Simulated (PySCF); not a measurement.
**AlOF2 (SMILES [O][Al]([F])[F]): UCAM-B3LYP/ccECP-cc-pVTZ (core potential)**

Aim: the vertical ionisation energy of AlOF2 at UCAM-B3LYP/ccECP-cc-pVTZ (core potential), from 2 runs. 

The results are computed with PySCF 2.14.0.

## (1) Starting point

AlOF2: 4 atoms, total charge 0, spin state doublet. SMILES: `[O][Al]([F])[F]`. The coordinates come from a PBE0-D4/def2-TZVP relaxation.

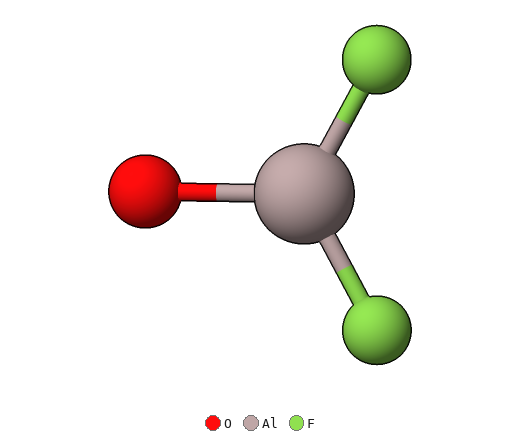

Viewed from a chosen angle; oxygen red, aluminium light grey, fluorine green.

## (2) A single-point energy at UCAM-B3LYP/ccECP-cc-pVTZ (core potential)

Input file calc.py:

```python
from pyscf import gto, dft

mol = gto.M(
    atom=[
    ('O', (0.682900, -0.910900, 1.260000)),
    ('Al', (-0.000600, 0.004300, -0.032400)),
    ('F', (-1.477200, -0.401600, -0.592500)),
    ('F', (0.850400, 1.247900, -0.655300)),
],
    max_memory=1860,
    spin=1,
    verbose=3,
    ecp='ccecp',
    basis='ccecp-cc-pvtz',
    charge=0,
)

calc0 = dft.UKS(mol)
calc0.xc = 'cam-b3lyp'
calc0.grids.level = 4
calc0.conv_tol = 1e-10
calc0.kernel()
if not calc0.converged:
    calc0 = calc0.newton().run(calc0.mo_coeff, calc0.mo_occ)

etot = calc0.e_tot
print('Final energy', etot)
```

Launch:

```bash
$ OMP_NUM_THREADS=1 python calc.py
```

The program printed:

```text
WARN: HOMO -0.468588884477711 >= LUMO -0.46858888447771

converged SCF energy = -66.7834243017863  <S^2> = 0.75323484  2S+1 = 2.0032322
Final energy -66.78342430178625
```

It took 70 s on 1 thread of Arm Neoverse V1, shared host; peak memory 0.61 GiB.

## (3) The singlet cation

Input file job.py:

```python
from pyscf import gto, dft

system = gto.Mole()
system.atom = 'O 0.682900 -0.910900 1.260000; Al -0.000600 0.004300 -0.032400; F -1.477200 -0.401600 -0.592500; F 0.850400 1.247900 -0.655300'
system.verbose = 4
system.max_memory = 1860
system.charge = 1
system.spin = 0
system.ecp = 'ccecp'
system.basis = 'ccecp-cc-pvtz'
system.build()

mf = dft.RKS(system, xc='cam-b3lyp')
mf.grids.level = 4
mf.conv_tol = 1e-10
mf.kernel()
if not mf.converged:
    mf = mf.newton().run(mf.mo_coeff, mf.mo_occ)

energy = mf.e_tot
print('E = %.10f Eh' % energy)
```

Launch:

```bash
$ OMP_NUM_THREADS=1 python job.py
```

The program printed:

```text
PySCF version 2.14.0

[INPUT] num. atoms = 4
[INPUT] num. electrons = 22
[INPUT] charge = 1
[INPUT] spin (= nelec alpha-beta = 2S) = 0
[INPUT] symmetry False subgroup None
[INPUT] Mole.unit = angstrom
[INPUT] Symbol           X                Y                Z      unit          X                Y                Z       unit  Magmom
[INPUT]  1 O      0.682900000000  -0.910900000000   1.260000000000 AA    1.290493970465  -1.721351526866   2.381054916952 Bohr   0.0
[INPUT]  2 Al    -0.000600000000   0.004300000000  -0.032400000000 AA   -0.001133835675   0.008125822336  -0.061227126436 Bohr   0.0
[INPUT]  3 F     -1.477200000000  -0.401600000000  -0.592500000000 AA   -2.791503431208  -0.758914011625  -1.119662728805 Bohr   0.0
[INPUT]  4 F      0.850400000000   1.247900000000  -0.655300000000 AA    1.607023096330   2.358189230845  -1.238337529427 Bohr   0.0

nuclear repulsion = 43.6161452724333
number of shells = 36
number of NR pGTOs = 256
number of NR cGTOs = 116
basis = ccecp-cc-pvtz
ecp = ccecp

******** <class 'pyscf.dft.rks.RKS'> ********
method = RKS
initial guess = minao
damping factor = 0
level_shift factor = 0
DIIS = <class 'pyscf.scf.diis.CDIIS'>
diis_start_cycle = 1
diis_space = 8
diis_damp = 0
SCF conv_tol = 1e-10
SCF conv_tol_grad = None
SCF max_cycles = 50
direct_scf = True
direct_scf_tol = 1e-13
XC library pyscf.dft.libxc version 7.0.0
    S. Lehtola, C. Steigemann, M. J.T. Oliveira, and M. A.L. Marques.,  SoftwareX 7, 1–5 (2018)
XC functionals = cam-b3lyp
    T. Yanai, D. P. Tew, and N. C. Handy.,  Chem. Phys. Lett. 393, 51 (2004)
radial grids:
    Treutler-Ahlrichs [JCP 102, 346 (1995); DOI:10.1063/1.469408] (M4) radial grids

becke partition: Becke, JCP 88, 2547 (1988); DOI:10.1063/1.454033
pruning grids: <function nwchem_prune>
grids dens level: 4
symmetrized grids: False
atomic radii adjust function: <function treutler_atomic_radii_adjust>
small_rho_cutoff = 0
Set gradient conv threshold to 1e-05
Initial guess from minao.
tot grids = 114624
init E= -66.2377245457372
  HOMO = -0.471629537741119  LUMO = -0.468588884477711  gap/eV = 0.08274
cycle= 1 E= -66.0547581476505  delta_E= 0.183  |g|= 0.88  |ddm|= 3.08
  HOMO = -0.578879052732506  LUMO = -0.565124408640538  gap/eV = 0.37428
cycle= 2 E= -64.1625049297157  delta_E= 1.89  |g|= 2.87  |ddm|= 3.67
  HOMO = -0.726859854757808  LUMO = -0.570570768267686  gap/eV = 4.25284
cycle= 3 E= -66.1770807876353  delta_E= -2.01  |g|= 0.39  |ddm|= 3.23
  HOMO = -0.737107242778342  LUMO = -0.636628552340545  gap/eV = 2.73416
cycle= 4 E= -66.221461048067  delta_E= -0.0444  |g|= 0.0899  |ddm|= 0.601
  HOMO = -0.739894571371618  LUMO = -0.60537021380885  gap/eV = 3.66059
cycle= 5 E= -66.2222221445517  delta_E= -0.000761  |g|= 0.116  |ddm|= 0.276
  HOMO = -0.748379474568123  LUMO = -0.600185943839123  gap/eV = 4.03255
cycle= 6 E= -66.2241508350967  delta_E= -0.00193  |g|= 0.0609  |ddm|= 0.0568
  HOMO = -0.7513432875973  LUMO = -0.593425791530469  gap/eV = 4.29715
cycle= 7 E= -66.2249245075108  delta_E= -0.000774  |g|= 0.0113  |ddm|= 0.0565
  HOMO = -0.752650491352542  LUMO = -0.591917130093182  gap/eV = 4.37378
cycle= 8 E= -66.2249507775663  delta_E= -2.63e-05  |g|= 0.000487  |ddm|= 0.0129
  HOMO = -0.752650479923268  LUMO = -0.591924980969669  gap/eV = 4.37356
cycle= 9 E= -66.2249507939288  delta_E= -1.64e-08  |g|= 0.000551  |ddm|= 0.00109
  HOMO = -0.752644736480593  LUMO = -0.591936699506666  gap/eV = 4.37309
cycle= 10 E= -66.2249508468618  delta_E= -5.29e-08  |g|= 0.00011  |ddm|= 0.000618
  HOMO = -0.752638263225493  LUMO = -0.591947844636041  gap/eV = 4.37261
cycle= 11 E= -66.2249508524785  delta_E= -5.62e-09  |g|= 4.06e-05  |ddm|= 0.000225
  HOMO = -0.752638301909059  LUMO = -0.591949828161802  gap/eV = 4.37256
cycle= 12 E= -66.2249508545626  delta_E= -2.08e-09  |g|= 2.91e-05  |ddm|= 0.000174
  HOMO = -0.752638069105297  LUMO = -0.591954460417717  gap/eV = 4.37242
cycle= 13 E= -66.2249508565097  delta_E= -1.95e-09  |g|= 1.18e-05  |ddm|= 0.000254
  HOMO = -0.752637745239552  LUMO = -0.591954824896662  gap/eV = 4.37240
cycle= 14 E= -66.2249508571498  delta_E= -6.4e-10  |g|= 1.04e-05  |ddm|= 0.000112
  HOMO = -0.752637614484824  LUMO = -0.591955673565652  gap/eV = 4.37238
cycle= 15 E= -66.2249508583053  delta_E= -1.16e-09  |g|= 9.87e-06  |ddm|= 0.000221
  HOMO = -0.752637479631005  LUMO = -0.591954408392603  gap/eV = 4.37241
cycle= 16 E= -66.2249508602719  delta_E= -1.97e-09  |g|= 6.02e-06  |ddm|= 0.000511
  HOMO = -0.752637625641636  LUMO = -0.59195488914173  gap/eV = 4.37240
cycle= 17 E= -66.2249508612012  delta_E= -9.29e-10  |g|= 3.38e-06  |ddm|= 0.00048
  HOMO = -0.752637566559469  LUMO = -0.591954850994531  gap/eV = 4.37240
cycle= 18 E= -66.2249508613275  delta_E= -1.26e-10  |g|= 2.46e-06  |ddm|= 0.000126
  HOMO = -0.7526377326188  LUMO = -0.591954672185733  gap/eV = 4.37241
cycle= 19 E= -66.2249508613866  delta_E= -5.91e-11  |g|= 2.44e-06  |ddm|= 0.000104
  HOMO = -0.752637453934243  LUMO = -0.591954952499926  gap/eV = 4.37239
Extra cycle  E= -66.2249508613862  delta_E= 3.69e-13  |g|= 4.47e-06  |ddm|= 8.13e-06
converged SCF energy = -66.2249508613862
E = -66.2249508614 Eh
```

Wall time 95 s (1 thread of Arm Neoverse V1, shared host); peak memory 0.6 GiB.

## (4) Outcome

Level: UCAM-B3LYP/ccECP-cc-pVTZ (core potential).

| quantity | value |
| --- | --- |
| doublet AlOF2: total energy | -66.78342 Eh |
| doublet AlOF2: dipole moment | 0.20 D |
| doublet AlOF2: HOMO energy (highest over α and β) | -11.40 eV |
| doublet AlOF2: LUMO energy (lowest over α and β) | -3.66 eV |
| doublet AlOF2: ⟨S²⟩ | 0.753 |
| singlet cation: total energy | -66.22495 Eh |
| singlet cation: HOMO energy | -20.48 eV |
| singlet cation: LUMO energy | -16.11 eV |
| singlet cation: HOMO–LUMO gap | 4.37 eV |
| vertical ionisation energy (to the singlet cation) | 15.197 eV |

The vertical ionisation energy comes to 15.20 eV (350 kcal/mol). Only the singlet of the ionised species was computed; a triplet could lie lower. Mulliken charges (singlet cation) run from -0.20 on F3 to +1.23 on Al2.
